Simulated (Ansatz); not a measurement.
CH$_{3}$BBrInO

Input

```
crystal:
  periodic: [false, false, false]
  atoms:
    - { symbol: Br, position_ang: [-3.04094, -0.82816, -1.13847] }
    - { symbol: B, position_ang: [-1.37065, -0.42807, -0.4434] }
    - { symbol: O, position_ang: [-0.63869, 0.58493, -0.65758] }
    - { symbol: C, position_ang: [0.61098, 0.98404, -0.18224] }
    - { symbol: In, position_ang: [0.61998, -1.20007, 1.10077] }
    - { symbol: H, position_ang: [1.28481, 1.11936, -1.03227] }
    - { symbol: H, position_ang: [0.49881, 1.93463, 0.34576] }
    - { symbol: H, position_ang: [2.03569, -2.16666, 2.00743] }
basis:
  gaussian: { orbitals: def2-SVP }
hamiltonian:
  xc: b3lyp
relax:
  f_tol: 0.02
  max_steps: 50
output:
  orbitals: {}
```

Launched as:

```sh
ansatz run input.yaml --threads 2 --pin off --max-ram 3072MiB --backend cpu --events-out ev --progress --plain --runs-dir out
```

The fields are those of the relaxed geometry.

Core potentials replace the inner electrons of In.

These are results of RKS B3LYP/def2-SVP (Ansatz 0.2.0), not measurements.

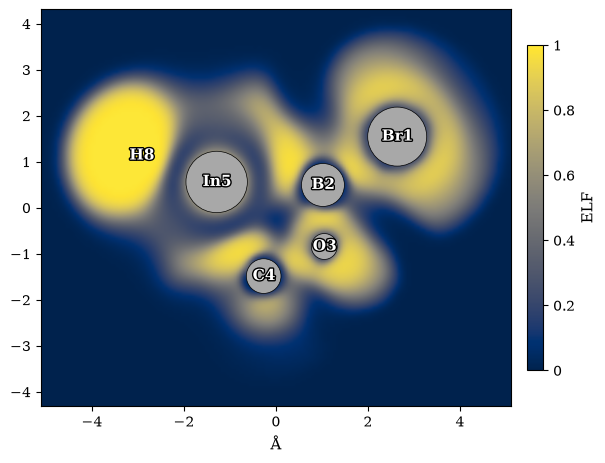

Figure 1. Electron localisation function on the plane of atoms B2, O3 and C4. Grey discs cover the atomic cores.

Q: What does the map show?

A: Atoms in the plane: Br, B, O, C, In and H. B–O (1.34 Å): the ELF peaks at about 0.90 between the atoms; a shared but strongly polarised pair. C–O (1.47 Å): the ELF peaks at about 0.90 between the atoms: a shared but strongly polarised pair. B–Br (1.93 Å): the ELF peaks at about 0.90 between the atoms (a shared but strongly polarised pair). C–In (2.29 Å): the ELF peaks at about 0.95 in the valence shell of C, 0.7 Å from its nucleus, and drops to about 0.15 between the two atoms. In–B (2.31 Å): the ELF peaks at about 0.85 in the valence shell of B, 0.8 Å from its nucleus, and drops to about 0.20 between the two atoms. The ELF also peaks beside O3 and Br1, away from the bonds: lone-pair regions.

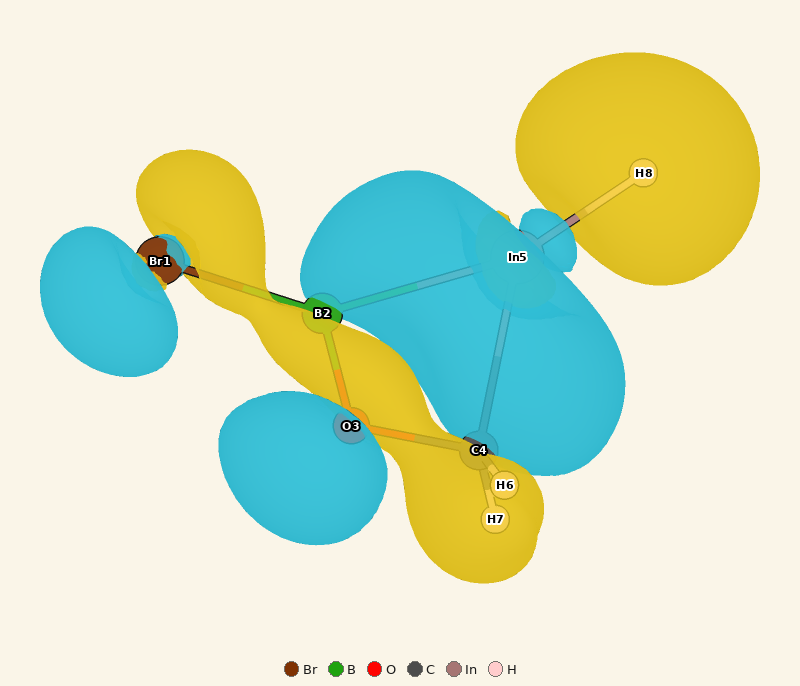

Figure 2. The HOMO−1 at ±0.06 Å⁻³ᐟ² (yellow and cyan are the two phases), seen at a tilt.

Q: What is the character of this orbital?

A: Its weight (Hirshfeld) is mainly on In5 (about 25 %), O3 (about 25 %), H8 (about 20 %), C4 (about 15 %), B2 (about 5 %) and Br1 (about 5 %). Its energy is −7.20 eV.

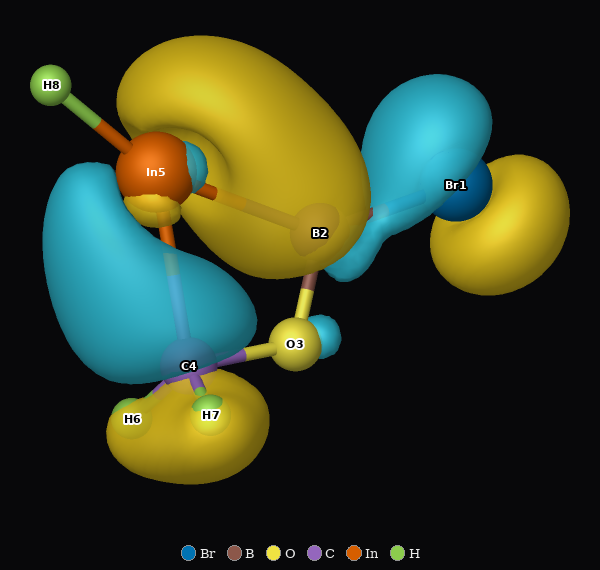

Figure 3. The HOMO at ±0.1 Å⁻³ᐟ² (yellow and cyan are the two phases), seen at an oblique angle.

Q: Where does this orbital lie, and at what energy?

A: It lies mainly on In5 (about 30 %), C4 (about 25 %), B2 (about 20 %) and Br1 (about 15 %). Its energy is −6.25 eV.
